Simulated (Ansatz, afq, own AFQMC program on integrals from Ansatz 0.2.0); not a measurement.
# AlH2O (quartet): AFQMC on the coupled-cluster ladder at distance Al1–H3 = 3.988 Å, cc-pVDZ

How near does AFQMC come to the top of the ladder for AlH2O (quartet)?

Computed with Ansatz 0.2.0, Gaussian basis, and an in-house AFQMC program (afq) on its integrals; all values are calculated. Level: cc-pVDZ, frozen cores.

To be run: PBE (unrestricted); r2SCAN (unrestricted); PBE0 (unrestricted); B3LYP (unrestricted); wB97M-V (unrestricted); B2PLYP (unrestricted); CCSD(T) on ROHF; CCSDT(Q) on ROHF; Phaseless AFQMC, CISD trial on ROHF; Phaseless AFQMC, single-determinant trial on ROHF; CCSD(T) on UHF; CCSDT(Q) on UHF; Phaseless AFQMC, CISD trial on UHF; Phaseless AFQMC, single-determinant trial on UHF.

### Step 1. The geometry

The geometry derives from a PBE0/def2-TZVP stationary point (not a proven minimum). One bond is set to the value named and the two fragments are kept rigid.

4 atoms, charge 0, spin multiplicity 4.

Atoms are counted from 1 here; the program's logs count them from 0.

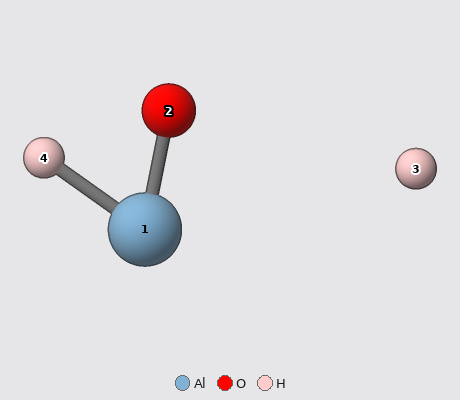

The structure; aluminium light blue, oxygen red, hydrogen pink; atoms are numbered from 1 in the order of the file.

### Step 2. PBE (unrestricted)

Input file in.yaml:

```yaml
crystal:
  periodic: [false, false, false]
  atoms:
    - {symbol: Al, position_ang: [0.000000, 0.045206, 0.673756]}
    - {symbol: O, position_ang: [0.000000, 0.045206, -1.072778]}
    - {symbol: H, position_ang: [0.000000, -3.594982, -0.955101]}
    - {symbol: H, position_ang: [0.000000, 1.667304, -0.052076]}
basis:
  gaussian: {orbitals: cc-pVDZ}
magnetization: {spin_polarized: true, initial_magnetization: 3}
hamiltonian: {xc: {name: PBE}}
output: {orbitals: {seedname: orbitals}}
```

Run with:

```
> ansatz run in.yaml --threads 1 --pin off --events-out ev --progress --plain --max-ram 1382MiB
```

What it wrote:

```text
Functional definition: PBE
  name "PBE"
  cite "Perdew, Burke & Ernzerhof, Phys. Rev. Lett. 77, 3865 (1996) doi:10.1103/PhysRevLett.77.3865"
  parent pbe
  parameter kappa = 0.804
  parameter beta = 0.06672455060314922
  exchange = pbe_x(kappa = kappa, mu = beta*pi^2/3)
  correlation = pbe_c(beta = beta)
504 factors; their error is unknown
mean field evaluation 1: about -8655.9915 eV, gradient 4.4e1 eV
mean field evaluation 2: about -8474.9151 eV, gradient 1.2e2 eV
mean field evaluation 4: about -8660.6070 eV, gradient 2.7e1 eV
mean field evaluation 8: about -8664.7649 eV, gradient 1.8e-1 eV
mean field evaluation 16: about -8664.7378 eV, gradient 7.7e-4 eV
mean field evaluation 32: about -8664.7372 eV, gradient 1.5e-1 eV
mean field -8664.73784119 eV, -318.4232424936 hartree, gradient 3.2e-5 eV, S^2 3.757170; 5 other end points of the search recorded, 0 dependent functions left out
reference -8664.73788248 eV, -318.4232440107 hartree; 13, 10 occupied and 29, 32 virtual orbitals, 504 factors
Total energy: -8664.73788248 eV, -318.4232440107 hartree
```

Run time: 2.5 s. Hardware: 1 thread of Intel Xeon Platinum 8259CL at 2.50GHz (Skylake/Cascade Lake), shared host.

From the report: ⟨S²⟩ of the determinant 3.757 (pure quartet: 3.75).

### Step 3. r2SCAN (unrestricted)

in.yaml: that of step 2 with these lines changed.

```diff
@@ -10,3 +10,2 @@
 magnetization: {spin_polarized: true, initial_magnetization: 3}
-hamiltonian: {xc: {name: PBE}}
-output: {orbitals: {seedname: orbitals}}
+hamiltonian: {xc: {name: r2SCAN}}
```

Same command.

What it wrote:

```text
Functional definition: r2SCAN
  name "r2SCAN"
  cite "Furness, Kaplan, Ning, Perdew & Sun, J. Phys. Chem. Lett. 11, 8208 (2020) doi:10.1021/acs.jpclett.0c02405"
  cite "Furness, Kaplan, Ning, Perdew & Sun, J. Phys. Chem. Lett. 11, 9248 (2020) doi:10.1021/acs.jpclett.0c03077"
  parent r2scan
  parameter k0 = 0.174
  parameter k1 = 0.065
  parameter a1 = 4.9479
  exchange = r2scan_x(k0 = k0, k1 = k1, a1 = a1)
  correlation = r2scan_c
504 factors; their error is unknown
mean field evaluation 1: about -8661.1932 eV, gradient 4.1e1 eV
mean field evaluation 2: about -8497.8278 eV, gradient 1.2e2 eV
mean field evaluation 4: about -8667.7516 eV, gradient 1.4e1 eV
mean field evaluation 8: about -8668.8943 eV, gradient 1.7e-1 eV
mean field evaluation 16: about -8668.8676 eV, gradient 4.7e-4 eV
mean field evaluation 32: about -8667.8993 eV, gradient 8.8e-6 eV
mean field -8668.86758331 eV, -318.5750077172 hartree, gradient 1.9e-5 eV, S^2 3.767442; 4 other end points of the search recorded, 0 dependent functions left out
reference -8668.86759880 eV, -318.5750082865 hartree; 13, 10 occupied and 29, 32 virtual orbitals, 504 factors
Total energy: -8668.86759880 eV, -318.5750082865 hartree
```

Run time: 4.4 s. Hardware: 1 thread of Intel Xeon Platinum 8259CL at 2.50GHz (Skylake/Cascade Lake), shared host.

From the report: ⟨S²⟩ of the determinant 3.767 (pure quartet: 3.75).

### Step 4. PBE0 (unrestricted)

in.yaml: that of step 3 with these lines changed.

```diff
@@ -10,2 +10,3 @@
 magnetization: {spin_polarized: true, initial_magnetization: 3}
-hamiltonian: {xc: {name: r2SCAN}}
+hamiltonian: {xc: {name: PBE0}}
+output: {orbitals: {seedname: orbitals}}
```

Same command.

What it wrote, shortened:

```text
Functional definition: PBE0
  name "PBE0"
  cite "Adamo & Barone, J. Chem. Phys. 110, 6158 (1999) doi:10.1063/1.478522"
  cite "Perdew, Burke & Ernzerhof, Phys. Rev. Lett. 77, 3865 (1996) doi:10.1103/PhysRevLett.77.3865"
  parent pbe
[...]
397 factors; integrals over basis functions are off by at most 1.1e-3 eV
[...]
mean field -8665.15468450 eV, -318.4385612027 hartree, gradient 3.9e-6 eV, S^2 3.763076; 3 other end points of the search recorded, 0 dependent functions left out
reference -8665.15471564 eV, -318.4385623469 hartree; 13, 10 occupied and 29, 32 virtual orbitals, 397 factors
Total energy: -8665.15471564 eV, -318.4385623469 hartree
```

Wall time 1.9 s (1 thread of Intel Xeon Platinum 8259CL at 2.50GHz (Skylake/Cascade Lake), shared host).

From the report: ⟨S²⟩ of the determinant 3.763 (pure quartet: 3.75).

### Step 5. B3LYP (unrestricted)

in.yaml: that of step 4 with these lines changed.

```diff
@@ -10,3 +10,2 @@
 magnetization: {spin_polarized: true, initial_magnetization: 3}
-hamiltonian: {xc: {name: PBE0}}
-output: {orbitals: {seedname: orbitals}}
+hamiltonian: {xc: {name: B3LYP}}
```

Same command.

What it wrote, shortened:

```text
Functional definition: B3LYP
  name "B3LYP"
  cite "Stephens, Devlin, Chabalowski & Frisch, J. Phys. Chem. 98, 11623 (1994) doi:10.1021/j100096a001"
  cite "Becke, Phys. Rev. A 38, 3098 (1988) doi:10.1103/PhysRevA.38.3098"
  cite "Lee, Yang & Parr, Phys. Rev. B 37, 785 (1988) doi:10.1103/PhysRevB.37.785"
  cite "Vosko, Wilk & Nusair, Can. J. Phys. 58, 1200 (1980) doi:10.1139/p80-159"
[...]
397 factors; integrals over basis functions are off by at most 1.1e-3 eV
[...]
mean field -8671.12682875 eV, -318.6580334555 hartree, gradient 1.7e-5 eV, S^2 3.763322; 3 other end points of the search recorded, 0 dependent functions left out
reference -8671.12706997 eV, -318.6580423203 hartree; 13, 10 occupied and 29, 32 virtual orbitals, 397 factors
Total energy: -8671.12706997 eV, -318.6580423203 hartree
```

It took 1.7 s on 1 thread of Intel Xeon Platinum 8259CL at 2.50GHz (Skylake/Cascade Lake), shared host.

From the report: ⟨S²⟩ of the determinant 3.763 (pure quartet: 3.75).

### Step 6. wB97M-V (unrestricted)

in.yaml: that of step 5 with these lines changed.

```diff
@@ -10,2 +10,3 @@
 magnetization: {spin_polarized: true, initial_magnetization: 3}
-hamiltonian: {xc: {name: B3LYP}}
+hamiltonian: {xc: {name: wB97M-V}}
+output: {orbitals: {seedname: orbitals}}
```

Launched as before.

What it wrote, shortened:

```text
Functional definition: wB97M-V
  name "wB97M-V"
  cite "Mardirossian & Head-Gordon, J. Chem. Phys. 144, 214110 (2016) doi:10.1063/1.4952647"
  cite "Becke, J. Chem. Phys. 107, 8554 (1997) doi:10.1063/1.475007"
  cite "Vydrov & Van Voorhis, J. Chem. Phys. 133, 244103 (2010) doi:10.1063/1.3521275"
  # Of w^i u^j: cxij and so on, Table III.
[...]
  gx(w, u) = 1 - cx + cx01*u + cx10*w
  gss(w, u) = css00 + css04*u^4 + css10*w + css20*w^2 + css43*w^4*u^3
  gos(w, u) = cos00 + cos10*w + (cos20 + cos21*u)*w^2 + (cos60 + cos61*u)*w^6
[...]
      + integral(e_c_pw_mod_opposite_spin*gos(b97_w_opposite, b97_u_opposite)) + vv10(b, c)
397 factors; integrals over basis functions are off by at most 1.1e-3 eV
131 factors; integrals over basis functions are off by at most 7.4e-5 eV
[...]
mean field -8669.04238051 eV, -318.5814313956 hartree, gradient 4.0e-5 eV, S^2 3.762271; 3 other end points of the search recorded, 0 dependent functions left out
reference -8669.04242348 eV, -318.5814329750 hartree; 13, 10 occupied and 29, 32 virtual orbitals, 397 factors
Total energy: -8669.04242348 eV, -318.5814329750 hartree
```

Wall time 8 s (1 thread of Intel Xeon Platinum 8259CL at 2.50GHz (Skylake/Cascade Lake), shared host).

From the report: ⟨S²⟩ of the determinant 3.762 (pure quartet: 3.75).

### Step 7. B2PLYP (unrestricted)

in.yaml: that of step 6 with these lines changed.

```diff
@@ -10,3 +10,3 @@
 magnetization: {spin_polarized: true, initial_magnetization: 3}
-hamiltonian: {xc: {name: wB97M-V}}
-output: {orbitals: {seedname: orbitals}}
+hamiltonian: {xc: {name: B2PLYP}}
+correlation: {electrons: outside_noble_gas}
```

Same command.

What it wrote, shortened:

```text
Functional definition: B2PLYP
  name "B2PLYP"
  cite "Grimme, J. Chem. Phys. 124, 034108 (2006) doi:10.1063/1.2148954"
  cite "Becke, Phys. Rev. A 38, 3098 (1988) doi:10.1103/PhysRevA.38.3098"
  cite "Lee, Yang & Parr, Phys. Rev. B 37, 785 (1988) doi:10.1103/PhysRevB.37.785"
[...]
397 factors; integrals over basis functions are off by at most 1.1e-3 eV
[...]
mean field -8663.41417668 eV, -318.3745987199 hartree, gradient 4.4e-6 eV, S^2 3.773004; 7 other end points of the search recorded, 0 dependent functions left out
6 core orbitals not correlated: weight in the atoms' cores, before any rotation towards them, 1.000 or more for the frozen orbitals, at most 0.000 for the correlated occupied ones
reference -8663.41433046 eV, -318.3746043713 hartree; 7, 4 occupied and 29, 32 virtual orbitals, 397 factors
second order -7.22378275 eV of doubles, -0.00000000 eV of singles
Total energy: -8665.36475180 eV, -318.4462810336 hartree
```

Wall time 4.9 s (1 thread of Intel Xeon Platinum 8259CL at 2.50GHz (Skylake/Cascade Lake), shared host).

From the report: ⟨S²⟩ of the determinant 3.773 (pure quartet: 3.75).

### Step 8. CCSD(T) on ROHF

in.yaml: that of step 7 with these lines changed.

```diff
@@ -9,4 +9,3 @@
   gaussian: {orbitals: cc-pVDZ}
-magnetization: {spin_polarized: true, initial_magnetization: 3}
-hamiltonian: {xc: {name: B2PLYP}}
-correlation: {electrons: outside_noble_gas}
+magnetization: {spin_polarized: false, initial_magnetization: 3}
+correlation: {method: ccsd_t, electrons: outside_noble_gas, hamiltonian_folder: ham}
```

The command is unchanged.

What it wrote, shortened:

```text
Functional definition: HF
  name "HF"
  cite "Fock, Z. Phys. 61, 126 (1930) doi:10.1007/BF01340294"
  parent pbe
[...]
397 factors; integrals over basis functions are off by at most 1.1e-3 eV
[...]
mean field -8646.71456405 eV, -317.7608992752 hartree, gradient 2.7e-6 eV, S^2 3.750000; 15 other end points of the search recorded, 0 dependent functions left out
[...]
determinant -8646.71456405 eV, -317.7608992752 hartree, with singles and doubles -8653.03338402 eV, -317.9931116261 hartree
determinant -8645.93397210 eV, -317.7322130501 hartree, with singles and doubles -8652.30188688 eV, -317.9662296018 hartree
determinant -8645.39803337 eV, -317.7125176650 hartree, with singles and doubles -8652.10262052 eV, -317.9589066982 hartree
determinant -8642.77468045 eV, -317.6161112234 hartree, with singles and doubles -8649.68799485 eV, -317.8701708415 hartree
determinant -8638.53041492 eV, -317.4601373421 hartree, with singles and doubles -8648.44835431 eV, -317.8246148920 hartree
6 core orbitals not correlated: weight in the atoms' cores, before any rotation towards them, 1.000 or more for the frozen orbitals, at most 0.000 for the correlated occupied ones
reference -8646.71456405 eV, -317.7608992752 hartree; 7, 4 occupied and 29, 32 virtual orbitals, 397 factors
second order -5.47549214 eV of doubles, -0.11028772 eV of singles
cycle   1  -6.32106697 eV  change   -2.2e-3 eV  update   9.7e-3
[...]
cycle  12  -6.35550172 eV  change   -1.0e-6 eV  update   1.1e-5
perturbative correction -0.21173213 eV, -0.0077810124 hartree
Total energy: -8653.28179790 eV, -318.0022406678 hartree
```

It took 10 s on 1 thread of Intel Xeon Platinum 8259CL at 2.50GHz (Skylake/Cascade Lake), shared host.

From the report: correlation -6.5672 eV; T1 0.063; largest double amplitude 0.04.

This run also writes the integrals to the folder ham.

### Step 9. CCSDT(Q) on ROHF

in.yaml: that of step 8 with these lines changed.

```diff
@@ -10,2 +10,2 @@
 magnetization: {spin_polarized: false, initial_magnetization: 3}
-correlation: {method: ccsd_t, electrons: outside_noble_gas, hamiltonian_folder: ham}
+correlation: {method: ccsdt_q, electrons: outside_noble_gas}
```

Same command.

What it wrote, shortened:

```text
Functional definition: HF
  name "HF"
  cite "Fock, Z. Phys. 61, 126 (1930) doi:10.1007/BF01340294"
  parent pbe
[...]
745 factors; integrals over basis functions are off by at most 1.7e-7 eV
[...]
mean field -8646.71473090 eV, -317.7609054067 hartree, gradient 2.7e-6 eV, S^2 3.750000; 15 other end points of the search recorded, 0 dependent functions left out
[...]
determinant -8646.71473090 eV, -317.7609054067 hartree, with singles and doubles -8653.03356336 eV, -317.9931182167 hartree
determinant -8645.93414308 eV, -317.7322193334 hartree, with singles and doubles -8652.30207005 eV, -317.9662363334 hartree
determinant -8645.39820800 eV, -317.7125240825 hartree, with singles and doubles -8652.10280781 eV, -317.9589135810 hartree
determinant -8642.77485281 eV, -317.6161175577 hartree, with singles and doubles -8649.68817098 eV, -317.8701773143 hartree
determinant -8638.53062612 eV, -317.4601451035 hartree, with singles and doubles -8648.44853781 eV, -317.8246216356 hartree
6 core orbitals not correlated: weight in the atoms' cores, before any rotation towards them, 1.000 or more for the frozen orbitals, at most 0.000 for the correlated occupied ones
reference -8646.71473090 eV, -317.7609054067 hartree; 7, 4 occupied and 29, 32 virtual orbitals, 745 factors
second order -5.47553528 eV of doubles, -0.11028717 eV of singles
cycle   1  -5.88026416 eV  change   -2.9e-1 eV  update   1.1e-1
[...]
cycle  34  -6.62721783 eV  change   -3.9e-7 eV  update   3.5e-7
perturbative correction -0.02650049 eV, -0.0009738749 hartree
Total energy: -8653.36844921 eV, -318.0054250446 hartree
```

It took 44 s on 1 thread of Intel Xeon Platinum 8259CL at 2.50GHz (Skylake/Cascade Lake), shared host; peak memory 0.42 GiB.

From the report: correlation -6.6537 eV; T1 0.073; largest double amplitude 0.06.

### Step 10. Phaseless AFQMC, CISD trial on ROHF

It reads the integrals that the CCSD(T) run on this determinant wrote.

Run with:

```
> afq ham --method phaseless --trial cisd --walkers 60 --populations 1 --least-time 40 --time-step 0.005 --steps-per-block 50 --equilibration-blocks 40 --max-blocks 300 --target-error 0.0008 --factor-cut 1e-05 --start spin_pure --seed 6312 --release-times 0.24,0.51,0.99,1.62,2.4 --release-step 0.03 --release-every 4 --taylor-order 6
```

What it wrote:

```text
orbitals 36  electrons 7 4  factors 246 of 397
reference energy -317.76089928 Eh
CCSD correlation -0.23356062 Eh in 19 cycles, weight of the determinant in the CISD state 0.8262
energy of the start -317.994460 Eh
 block  time / (1/Eh)  mean weight  energy / Eh
     1     0.250  0.9998  -317.993455
     2     0.500  1.0004  -317.996865
     3     0.750  1.0002  -317.997651
     4     1.000  1.0026  -318.006784
     5     1.250  0.9999  -318.007261
     6     1.500  1.0020  -318.000704
     7     1.750  1.0009  -318.002768
     8     2.000  1.0005  -318.005220
     9     2.250  1.0018  -318.002576
    10     2.500  1.0006  -317.999307
    17     4.250  0.9999  -317.999016
    25     6.250  1.0037  -318.010269
    33     8.250  0.9992  -317.992942
    41    10.250  0.9987  -317.999960
    49    12.250  1.0037  -318.023524
    57    14.250  1.0001  -317.998410
    65    16.250  1.0009  -317.994176
    73    18.250  1.0023  -318.015220
    81    20.250  1.0038  -318.005683
    89    22.250  0.9992  -318.006680
    97    24.250  0.9997  -317.989785
   105    26.250  1.0000  -318.002723
   113    28.250  1.0039  -318.003773
   121    30.250  1.0024  -318.010951
   129    32.250  0.9999  -318.000787
   137    34.250  0.9995  -318.001480
   145    36.250  1.0024  -317.972585
   153    38.250  0.9994  -318.012795
   161    40.250  0.9984  -317.994421
   169    42.250  1.0008  -318.002472
   177    44.250  0.9987  -317.994617
   185    46.250  0.9993  -318.019396
   193    48.250  1.0029  -317.995185
   201    50.250  1.0025  -318.005336
   209    52.250  0.9985  -317.999946
   217    54.250  1.0007  -318.001891
   225    56.250  0.9978  -317.992365
   233    58.250  0.9992  -318.010659
   241    60.250  0.9989  -318.009466
   249    62.250  1.0016  -317.999197
   257    64.250  1.0007  -318.003344
   265    66.250  0.9993  -318.002743
   273    68.250  0.9995  -318.009405
   281    70.250  1.0003  -318.006826
   289    72.250  1.0046  -318.012395
   297    74.250  1.0005  -317.994793
   305    76.250  0.9987  -317.997615
   313    78.250  0.9999  -318.001186
   321    80.250  0.9978  -318.013947
   329    82.250  0.9991  -318.005623
   337    84.250  0.9996  -317.999593
blocks merged  error / Eh  count
     1  0.000539  300
     2  0.000631  150
     4  0.000753  75
     8  0.000887  37
    16  0.001041  18
    32  0.001095  9
released: time / (1/Eh)  energy / Eh  error  mean overlap
  0.24  -318.003169  0.000929  0.9980
  0.51  -318.003537  0.000693  0.9975
  0.99  -318.003777  0.000940  1.0039
  1.62  -318.004862  0.001353  0.9731
  2.40  -318.002312  0.001860  0.9857
energy -318.003305 +/- 0.001041 Eh
```

Run time: 9.6 min. Hardware: 1 thread of Intel Xeon Platinum 8259CL at 2.50GHz (Skylake/Cascade Lake), shared host.

Energy -8653.3107 ± 0.0283 eV. Caveats: constraint bias not in the error.

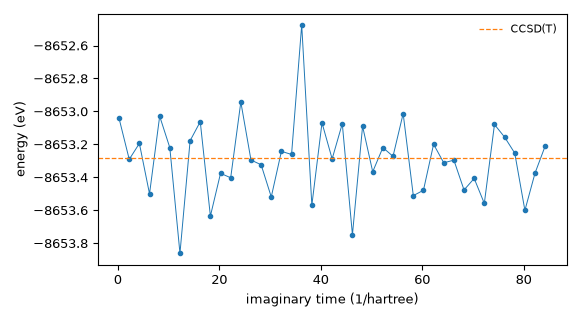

Block energies along the walk.

### Step 11. Phaseless AFQMC, single-determinant trial on ROHF

It reads the integrals that the CCSD(T) run on this determinant wrote.

Run with:

```
> afq ham --method phaseless --trial hf --walkers 120 --populations 1 --least-time 40 --time-step 0.005 --steps-per-block 20 --equilibration-blocks 160 --max-blocks 600 --target-error 0.0024000000000000002 --factor-cut 1e-05 --start spin_pure --seed 9954 --taylor-order 6
```

What it wrote:

```text
orbitals 36  electrons 7 4  factors 246 of 397
reference energy -317.76089928 Eh
CCSD correlation -0.23356062 Eh in 19 cycles, weight of the determinant in the CISD state 0.8262
energy of the start -317.760901 Eh
 block  time / (1/Eh)  mean weight  energy / Eh
     1     0.100  1.0024  -317.817622
     2     0.200  1.0013  -317.861852
     3     0.300  0.9995  -317.897656
     4     0.400  1.0009  -317.916683
     5     0.500  1.0015  -317.923311
     6     0.600  1.0018  -317.930024
     7     0.700  1.0017  -317.955291
     8     0.800  1.0011  -317.951142
     9     0.900  0.9999  -317.947100
    10     1.000  0.9998  -317.950762
    17     1.700  1.0009  -317.980020
    33     3.300  0.9989  -317.985827
    49     4.900  0.9988  -317.970488
    65     6.500  0.9989  -317.993715
    81     8.100  1.0006  -317.991689
    97     9.700  0.9974  -317.983314
   113    11.300  1.0005  -317.967589
   129    12.900  1.0002  -318.016330
   145    14.500  1.0020  -318.028551
   161    16.100  1.0004  -318.040841
   177    17.700  0.9990  -317.973920
   193    19.300  1.0005  -318.005520
   209    20.900  1.0005  -317.992651
   225    22.500  1.0015  -317.993331
   241    24.100  0.9993  -318.000933
   257    25.700  1.0045  -317.981223
   273    27.300  0.9987  -317.989414
   289    28.900  0.9977  -317.970040
   305    30.500  1.0000  -317.989247
   321    32.100  1.0006  -317.991944
   337    33.700  0.9997  -317.997322
   353    35.300  1.0005  -318.023893
   369    36.900  0.9986  -317.997325
   385    38.500  1.0011  -318.001593
   401    40.100  0.9921  -318.013614
   417    41.700  0.9994  -317.996695
   433    43.300  0.9986  -318.004673
   449    44.900  1.0006  -318.004695
   465    46.500  0.9987  -317.978293
   481    48.100  0.9996  -318.067265
   497    49.700  1.0005  -317.962548
   513    51.300  1.0011  -317.996236
   529    52.900  0.9988  -318.014179
   545    54.500  0.9998  -317.971239
   561    56.100  1.0009  -318.048013
   577    57.700  1.0008  -318.012737
   593    59.300  1.0016  -317.959091
   609    60.900  0.9957  -318.036489
   625    62.500  0.9981  -318.050631
blocks merged  error / Eh  count
     1  0.001111  480
     2  0.001453  240
     4  0.001857  120
     8  0.002337  60
    16  0.002398  30
    32  0.002619  15
energy -318.000812 +/- 0.002398 Eh
```

Run time: 4.8 min. Hardware: 1 thread of Intel Xeon Platinum 8259CL at 2.50GHz (Skylake/Cascade Lake), shared host.

Energy -8653.2429 ± 0.0653 eV. Caveats: constraint bias not in the error.

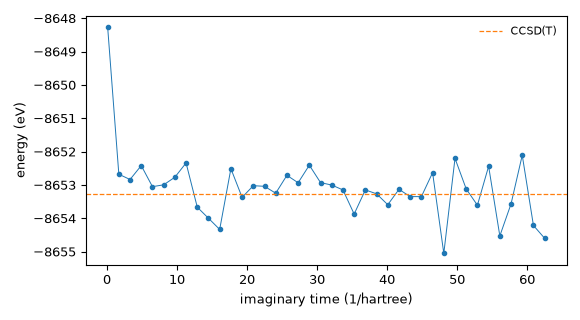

Block energies along the walk.

[end of part 1 of 2]
